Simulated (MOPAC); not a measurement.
**InN₂H₄Br: geometry relaxation (part 2 of 3)**

Continued. System: InN₂H₄Br, SMILES [NH2][In]([NH2])[Br]. Method: MNDO, closed shell (MOPAC 23.2.5). The atoms were displaced at random from an optimised geometry.

Geometry of the input (Å):
```
N  -0.8053  1.6711  0.0566
In -0.1948  -0.2069  -0.3274
N  0.8035  -1.4383  0.8789
Br -1.1507  -1.2533  -2.3800
H  -1.1185  2.2003  -0.7548
H  -0.1925  2.2586  0.6023
H  1.2005  -2.2622  0.4124
H  1.5294  -1.0464  1.4722
```

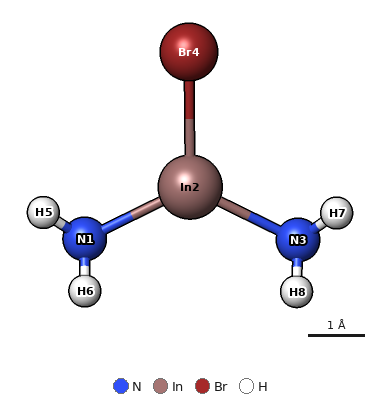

Figure 1. The geometry at step 15 of the log (ball-and-stick view, seen at a tilt; atoms are numbered from 1 in the order of the input).

Trajectory as extended XYZ, continued
```
8
Properties=species:S:1:pos:R:3:forces:R:3 step=2 energy=1.52350
N    -0.8514    1.7419    0.1319   -0.5389   1.2197  -0.9989
In   -0.1923   -0.2020   -0.4268    0.9367  -0.1516   1.4647
N     0.8386   -1.5360    1.0045   -0.8604   0.9447   0.2171
Br   -1.1542   -1.2578   -2.3560   -0.5058  -0.5275  -1.0877
H    -1.1170    2.2155   -0.7594    0.7224  -0.3211   1.8280
H    -0.1763    2.2914    0.6548   -0.4689  -0.3529  -0.8659
H     1.2079   -2.2485    0.4245    0.8214  -0.1822   0.1888
H     1.5497   -1.0210    1.5103   -0.1065  -0.6292  -0.7463
8
Properties=species:S:1:pos:R:3:forces:R:3 step=3 energy=1.40880
N    -0.8652    1.7527    0.1078    0.7146   0.0516   1.9547
In   -0.1698   -0.2004   -0.3843   -0.1316  -0.2362  -0.3770
N     0.8237   -1.5169    0.9955    0.5961  -0.5009   0.0271
Br   -1.1737   -1.2710   -2.3943    0.0603   0.0545   0.0325
H    -1.1093    2.2168   -0.7074   -0.1381   0.9711  -0.9720
H    -0.1736    2.2950    0.6374   -0.7690  -0.5138  -0.9005
H     1.2261   -2.2598    0.4200    0.0094   0.7341   0.8357
H     1.5615   -1.0253    1.4918   -0.3418  -0.5604  -0.6005
8
Properties=species:S:1:pos:R:3:forces:R:3 step=4 energy=1.40478
N    -0.8607    1.7618    0.1516   -1.9010  -0.1488  -1.9302
In   -0.1625   -0.1967   -0.3751   -0.5131  -0.2782  -0.9414
N     0.8155   -1.5056    0.9955    0.2978  -0.8081  -0.0276
Br   -1.1812   -1.2851   -2.4158    0.2716   0.2849   0.4564
H    -1.1060    2.2409   -0.7288    0.3130  -0.4394   1.1823
H    -0.1835    2.2854    0.5833    1.4238   1.0527   0.7949
H     1.2348   -2.2493    0.4560   -0.1075   0.2124   0.3469
H     1.5609   -1.0402    1.4600    0.2153   0.1244   0.1186
8
Properties=species:S:1:pos:R:3:forces:R:3 step=5 energy=1.37953
N    -0.8778    1.7540    0.1332    0.1013   0.7620   0.1494
In   -0.1675   -0.2013   -0.3982   -0.0193  -0.2013  -0.0752
N     0.8209   -1.5316    0.9939   -0.9158   1.7608   1.3749
Br   -1.1720   -1.2703   -2.3890   -0.0276  -0.0357  -0.1564
H    -1.1038    2.2530   -0.7073    0.0048  -0.0375   0.1408
H    -0.1716    2.3056    0.5995   -0.2402  -0.3659  -0.2290
H     1.2345   -2.2342    0.5099    1.0486  -2.0353  -1.3372
H     1.5625   -1.0442    1.4518    0.0482   0.1529   0.1328
8
Properties=species:S:1:pos:R:3:forces:R:3 step=6 energy=1.31924
N    -0.8834    1.7587    0.1370    0.3522   0.4110   0.4418
In   -0.1664   -0.2104   -0.4091    0.0327   0.1639   0.3043
N     0.8187   -1.5172    1.0152   -0.1502  -0.6040  -0.3854
Br   -1.1720   -1.2645   -2.3853   -0.1242  -0.1547  -0.3617
H    -1.1036    2.2517   -0.6988   -0.0685   0.1619  -0.1599
H    -0.1678    2.3057    0.6024   -0.3413  -0.4450  -0.3112
H     1.2448   -2.2611    0.4863   -0.1173   0.1112   0.2058
H     1.5654   -1.0421    1.4533    0.4165   0.3557   0.2663
8
Properties=species:S:1:pos:R:3:forces:R:3 step=7 energy=1.30816
N    -0.8819    1.7717    0.1435   -0.3010  -0.2791  -0.0057
In   -0.1642   -0.2056   -0.4007   -0.1622   0.0766  -0.0083
N     0.8164   -1.5236    1.0067    0.6017   0.0173   0.2717
Br   -1.1748   -1.2727   -2.3946    0.0063  -0.0106  -0.1019
H    -1.1044    2.2526   -0.6990   -0.0529   0.2098  -0.1533
H    -0.1714    2.2966    0.5934    0.3355   0.1552   0.1210
H     1.2468   -2.2658    0.4854   -0.0346   0.0779   0.1409
H     1.5734   -1.0310    1.4650   -0.3928  -0.2472  -0.2644
8
Properties=species:S:1:pos:R:3:forces:R:3 step=8 energy=1.30213
N    -0.8843    1.7714    0.1434   -0.1548   0.1729  -0.1968
In   -0.1625   -0.2013   -0.3948   -0.2251  -0.1899  -0.1775
N     0.8248   -1.5286    1.0176   -0.0956  -0.0386  -0.0483
Br   -1.1799   -1.2764   -2.4052    0.1200   0.1080   0.1201
H    -1.1044    2.2610   -0.7063    0.0521  -0.0231   0.2194
H    -0.1663    2.2979    0.5962    0.0758  -0.0097  -0.0343
H     1.2473   -2.2665    0.4925    0.0622  -0.0894   0.0283
H     1.5718   -1.0332    1.4532    0.1653   0.0698   0.0890
8
Properties=species:S:1:pos:R:3:forces:R:3 step=9 energy=1.29797
N    -0.8875    1.7733    0.1425    0.0111   0.0687   0.0201
In   -0.1653   -0.2060   -0.4021   -0.1038  -0.0228   0.1107
N     0.8261   -1.5295    1.0185   -0.0796   0.0480  -0.0265
Br   -1.1764   -1.2716   -2.3978    0.0154  -0.0058  -0.0876
H    -1.1041    2.2660   -0.7000   -0.0187   0.0554  -0.0038
H    -0.1636    2.2987    0.5926    0.0156  -0.0868  -0.0489
H     1.2491   -2.2697    0.4980    0.0728  -0.0886   0.0106
H     1.5735   -1.0327    1.4565    0.0870   0.0318   0.0253
8
Properties=species:S:1:pos:R:3:forces:R:3 step=10 energy=1.29625
N    -0.8885    1.7763    0.1411    0.0010  -0.0131   0.0426
In   -0.1663   -0.2080   -0.3995   -0.1417   0.0300   0.0440
N     0.8275   -1.5278    1.0159    0.0283  -0.0145   0.0213
Br   -1.1763   -1.2710   -2.3993    0.0237   0.0007  -0.0664
H    -1.1042    2.2704   -0.6999   -0.0192   0.0540  -0.0444
H    -0.1608    2.2964    0.5889    0.0478  -0.0474  -0.0225
H     1.2519   -2.2743    0.5029    0.0227  -0.0237   0.0221
H     1.5761   -1.0319    1.4556    0.0374   0.0139   0.0033
8
Properties=species:S:1:pos:R:3:forces:R:3 step=11 energy=1.29432
N    -0.8896    1.7808    0.1392   -0.0117  -0.0397   0.0084
In   -0.1701   -0.2097   -0.3962   -0.1367   0.0087   0.0084
N     0.8334   -1.5288    1.0161    0.0447  -0.0083   0.0406
Br   -1.1759   -1.2702   -2.4025    0.0348   0.0113  -0.0346
H    -1.1042    2.2806   -0.6998   -0.0079  -0.0056  -0.0300
H    -0.1534    2.2914    0.5815    0.0752   0.0002   0.0185
H     1.2572   -2.2829    0.5119   -0.0074   0.0484   0.0148
H     1.5822   -1.0293    1.4535    0.0091  -0.0149  -0.0263
8
Properties=species:S:1:pos:R:3:forces:R:3 step=12 energy=1.29346
N    -0.8892    1.7832    0.1376   -0.0006  -0.0378   0.0067
In   -0.1738   -0.2113   -0.3940   -0.1192  -0.0035   0.0044
N     0.8378   -1.5289    1.0170   -0.0023  -0.0036   0.0332
Br   -1.1750   -1.2694   -2.4045    0.0347   0.0114  -0.0262
H    -1.1041    2.2852   -0.7010    0.0140  -0.0341  -0.0021
H    -0.1474    2.2880    0.5782    0.0521   0.0101   0.0044
H     1.2603   -2.2858    0.5164   -0.0116   0.0544  -0.0060
H     1.5869   -1.0278    1.4502    0.0329   0.0031  -0.0144
8
Properties=species:S:1:pos:R:3:forces:R:3 step=13 energy=1.29230
N    -0.8866    1.7847    0.1357    0.0057  -0.0038   0.0075
In   -0.1802   -0.2132   -0.3908   -0.0765  -0.0469   0.0064
N     0.8435   -1.5285    1.0193   -0.0436   0.0151   0.0184
Br   -1.1733   -1.2680   -2.4072    0.0309   0.0096  -0.0193
H    -1.1032    2.2886   -0.7022    0.0286  -0.0625   0.0228
H    -0.1378    2.2838    0.5720    0.0279   0.0175  -0.0031
H     1.2640   -2.2865    0.5191   -0.0158   0.0528  -0.0242
H     1.5950   -1.0247    1.4442    0.0427   0.0183  -0.0085
8
Properties=species:S:1:pos:R:3:forces:R:3 step=14 energy=1.29054
N    -0.8805    1.7869    0.1337    0.0082   0.0182   0.0176
In   -0.1913   -0.2175   -0.3854   -0.0205  -0.0727   0.0126
N     0.8517   -1.5257    1.0231   -0.0677   0.0292  -0.0020
Br   -1.1701   -1.2657   -2.4117    0.0205   0.0027  -0.0155
H    -1.1008    2.2891   -0.7049    0.0481  -0.0746   0.0497
H    -0.1217    2.2790    0.5620   -0.0058   0.0252  -0.0244
H     1.2688   -2.2827    0.5190   -0.0218   0.0311  -0.0373
H     1.6089   -1.0182    1.4330    0.0391   0.0408  -0.0008
8
Properties=species:S:1:pos:R:3:forces:R:3 step=15 energy=1.28879
N    -0.8723    1.7881    0.1333    0.0057   0.0376   0.0288
In   -0.2037   -0.2229   -0.3793    0.0262  -0.0772   0.0118
N     0.8591   -1.5207    1.0276   -0.0362   0.0310  -0.0228
Br   -1.1664   -1.2630   -2.4170    0.0098  -0.0034  -0.0093
H    -1.0968    2.2848   -0.7073    0.0417  -0.0618   0.0461
H    -0.1038    2.2766    0.5490   -0.0203   0.0213  -0.0269
H     1.2721   -2.2743    0.5147   -0.0304   0.0067  -0.0244
H     1.6242   -1.0090    1.4193    0.0035   0.0458  -0.0034
8
Properties=species:S:1:pos:R:3:forces:R:3 step=16 energy=1.28782
N    -0.8667    1.7889    0.1349   -0.0071   0.0151   0.0284
In   -0.2104   -0.2270   -0.3758    0.0292  -0.0333   0.0049
N     0.8621   -1.5157    1.0295    0.0011   0.0124  -0.0284
Br   -1.1642   -1.2615   -2.4201    0.0032  -0.0073  -0.0069
H    -1.0934    2.2781   -0.7087    0.0224  -0.0292   0.0240
H    -0.0938    2.2782    0.5408   -0.0046   0.0149  -0.0168
H     1.2717   -2.2668    0.5100   -0.0269  -0.0136  -0.0019
H     1.6316   -1.0016    1.4107   -0.0173   0.0412  -0.0033
8
Properties=species:S:1:pos:R:3:forces:R:3 step=17 energy=1.28743
N    -0.8649    1.7890    0.1371   -0.0065   0.0008   0.0240
In   -0.2118   -0.2285   -0.3750    0.0141  -0.0012  -0.0055
N     0.8620   -1.5132    1.0293    0.0193   0.0033  -0.0182
Br   -1.1637   -1.2614   -2.4211    0.0028  -0.0067  -0.0038
H    -1.0915    2.2736   -0.7084   -0.0007  -0.0070   0.0007
H    -0.0910    2.2810    0.5375    0.0108   0.0031  -0.0023
H     1.2698   -2.2644    0.5085   -0.0167  -0.0160   0.0122
H     1.6322   -0.9974    1.4078   -0.0230   0.0238  -0.0070
8
Properties=species:S:1:pos:R:3:forces:R:3 step=18 energy=1.28725
N    -0.8644    1.7894    0.1393   -0.0018  -0.0092   0.0128
In   -0.2119   -0.2291   -0.3752    0.0024   0.0170  -0.0096
N     0.8616   -1.5118    1.0287    0.0184   0.0035  -0.0048
Br   -1.1636   -1.2617   -2.4215    0.0030  -0.0059  -0.0027
H    -1.0907    2.2712   -0.7078   -0.0120   0.0026  -0.0045
H    -0.0897    2.2828    0.5364    0.0164  -0.0049   0.0039
H     1.2683   -2.2650    0.5099   -0.0078  -0.0121   0.0139
H     1.6311   -0.9945    1.4064   -0.0186   0.0089  -0.0090
8
Properties=species:S:1:pos:R:3:forces:R:3 step=19 energy=1.28713
N    -0.8639    1.7897    0.1414    0.0055  -0.0088   0.0020
In   -0.2121   -0.2292   -0.3755   -0.0002   0.0165  -0.0108
N     0.8615   -1.5108    1.0282    0.0094   0.0057   0.0042
Br   -1.1634   -1.2621   -2.4220    0.0031  -0.0048  -0.0015
H    -1.0903    2.2700   -0.7067   -0.0184   0.0064  -0.0027
H    -0.0879    2.2834    0.5357    0.0148  -0.0112   0.0067
H     1.2673   -2.2668    0.5130   -0.0045  -0.0027   0.0100
H     1.6304   -0.9917    1.4046   -0.0096  -0.0012  -0.0078
8
Properties=species:S:1:pos:R:3:forces:R:3 step=20 energy=1.28705
N    -0.8633    1.7898    0.1431    0.0081  -0.0070  -0.0053
In   -0.2127   -0.2292   -0.3759    0.0039   0.0070  -0.0085
N     0.8616   -1.5098    1.0281   -0.0026   0.0070   0.0071
Br   -1.1633   -1.2626   -2.4224    0.0022  -0.0046  -0.0021
H    -1.0904    2.2697   -0.7052   -0.0176   0.0072   0.0040
H    -0.0857    2.2828    0.5356    0.0106  -0.0115   0.0052
H     1.2667   -2.2686    0.5165   -0.0057   0.0045   0.0027
H     1.6303   -0.9895    1.4027    0.0012  -0.0026  -0.0031
8
Properties=species:S:1:pos:R:3:forces:R:3 step=21 energy=1.28698
N    -0.8623    1.7895    0.1446    0.0093  -0.0018  -0.0072
In   -0.2133   -0.2291   -0.3765    0.0106  -0.0067  -0.0054
N     0.8616   -1.5086    1.0285   -0.0105   0.0080   0.0059
Br   -1.1631   -1.2630   -2.4230    0.0010  -0.0048  -0.0030
H    -1.0911    2.2699   -0.7030   -0.0145   0.0067   0.0094
H    -0.0832    2.2813    0.5357    0.0047  -0.0096   0.0020
H     1.2660   -2.2697    0.5199   -0.0092   0.0092  -0.0036
H     1.6307   -0.9874    1.4006    0.0086  -0.0010   0.0019
8
Properties=species:S:1:pos:R:3:forces:R:3 step=22 energy=1.28689
N    -0.8608    1.7887    0.1467    0.0072   0.0029  -0.0069
In   -0.2140   -0.2291   -0.3775    0.0167  -0.0194  -0.0014
N     0.8615   -1.5065    1.0296   -0.0154   0.0075   0.0021
Br   -1.1630   -1.2636   -2.4238   -0.0005  -0.0053  -0.0046
H    -1.0924    2.2707   -0.6994   -0.0088   0.0055   0.0143
H    -0.0799    2.2789    0.5365   -0.0007  -0.0046  -0.0021
H     1.2648   -2.2701    0.5239   -0.0129   0.0110  -0.0089
H     1.6315   -0.9846    1.3983    0.0145   0.0023   0.0077
8
Properties=species:S:1:pos:R:3:forces:R:3 step=23 energy=1.28677
N    -0.8585    1.7872    0.1499    0.0039   0.0077  -0.0036
In   -0.2145   -0.2292   -0.3792    0.0186  -0.0266   0.0021
N     0.8608   -1.5031    1.0315   -0.0140   0.0055  -0.0035
Br   -1.1632   -1.2646   -2.4250   -0.0015  -0.0053  -0.0056
H    -1.0948    2.2721   -0.6932   -0.0026   0.0032   0.0152
H    -0.0755    2.2756    0.5379   -0.0054   0.0015  -0.0057
H     1.2622   -2.2696    0.5287   -0.0150   0.0100  -0.0106
H     1.6324   -0.9807    1.3960    0.0159   0.0041   0.0117
8
Properties=species:S:1:pos:R:3:forces:R:3 step=24 energy=1.28666
N    -0.8554    1.7849    0.1547   -0.0027   0.0075   0.0010
In   -0.2140   -0.2295   -0.3821    0.0087  -0.0153   0.0035
N     0.8590   -1.4977    1.0345   -0.0044   0.0001  -0.0082
Br   -1.1639   -1.2661   -2.4267   -0.0007  -0.0041  -0.0046
H    -1.0988    2.2745   -0.6835    0.0026  -0.0013   0.0085
H    -0.0706    2.2717    0.5405   -0.0042   0.0086  -0.0057
H     1.2573   -2.2674    0.5341   -0.0099   0.0022  -0.0054
H     1.6330   -0.9758    1.3950    0.0106   0.0023   0.0109
8
Properties=species:S:1:pos:R:3:forces:R:3 step=25 energy=1.28663
N    -0.8559    1.7850    0.1546   -0.0007   0.0035   0.0032
In   -0.2133   -0.2295   -0.3822    0.0028  -0.0053   0.0010
N     0.8587   -1.4979    1.0343   -0.0015   0.0002  -0.0048
Br   -1.1642   -1.2662   -2.4265    0.0011  -0.0029  -0.0023
H    -1.0988    2.2745   -0.6836   -0.0017   0.0000   0.0015
H    -0.0717    2.2726    0.5406   -0.0006   0.0055  -0.0026
H     1.2570   -2.2669    0.5329   -0.0054  -0.0003  -0.0021
H     1.6325   -0.9767    1.3966    0.0062  -0.0006   0.0060
8
Properties=species:S:1:pos:R:3:forces:R:3 step=26 energy=1.28662
N    -0.8564    1.7853    0.1547    0.0006  -0.0006  -0.0001
In   -0.2125   -0.2294   -0.3823   -0.0039   0.0087  -0.0006
N     0.8583   -1.4982    1.0339    0.0030  -0.0001   0.0010
Br   -1.1645   -1.2664   -2.4264    0.0034  -0.0010   0.0012
H    -1.0990    2.2744   -0.6838   -0.0054  -0.0008  -0.0016
H    -0.0732    2.2742    0.5408    0.0036   0.0008   0.0004
H     1.2564   -2.2665    0.5315    0.0003  -0.0017   0.0024
H     1.6318   -0.9782    1.3991   -0.0016  -0.0053  -0.0027
8
Properties=species:S:1:pos:R:3:forces:R:3 step=27 energy=1.28661
N    -0.8563    1.7853    0.1548    0.0006   0.0010   0.0007
In   -0.2127   -0.2293   -0.3823   -0.0013   0.0042  -0.0001
N     0.8584   -1.4981    1.0339    0.0011  -0.0003   0.0000
Br   -1.1644   -1.2664   -2.4264    0.0030  -0.0011   0.0009
H    -1.0991    2.2744   -0.6836   -0.0047  -0.0005  -0.0009
H    -0.0727    2.2739    0.5407    0.0022   0.0014  -0.0005
H     1.2564   -2.2667    0.5320   -0.0012  -0.0012   0.0008
H     1.6320   -0.9780    1.3985    0.0003  -0.0035  -0.0010
```
